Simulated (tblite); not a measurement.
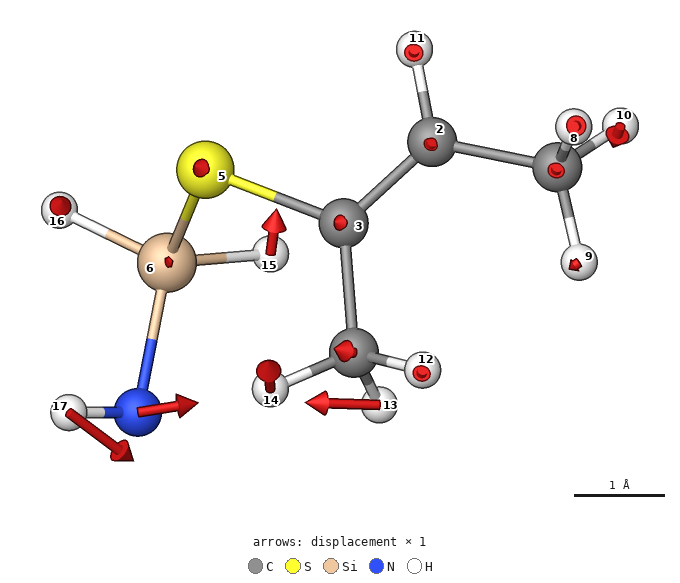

This is a relaxation of C4H10NSSi (multiplicity 2). The starting structure is drawn; red arrows show the displacements, at their true length. The two geometries are superimposed by the best rigid fit.

Style: ball-and-stick. Shown at a tilt.

Theory: GFN2-xTB geometry optimisation, gas phase (tblite). 

Question: What happened in the run?

Answer: The largest move after the best rigid fit is that of an H atom, 1.06 Å. By element the largest moves are H 1.06 Å, N 0.70 Å, C 0.33 Å, S 0.24 Å, Si 0.09 Å. Among the contacts that change: S–Si 2.140 → 2.324 Å, N–Si 1.751 → 1.647 Å, H–Si 1.487 → 1.456 Å, C–C 1.357 → 1.340 Å. Bond angles that change, for instance: N–Si–H 108.9° → 129.9°, Si–N–H 106.7° → 123.5°, S–Si–H 109.6° → 93.4°. Groups turn about N–Si by about 35°, C–C by about 20°. Over 149 geometry steps the energy falls by 60.0 kJ/mol.
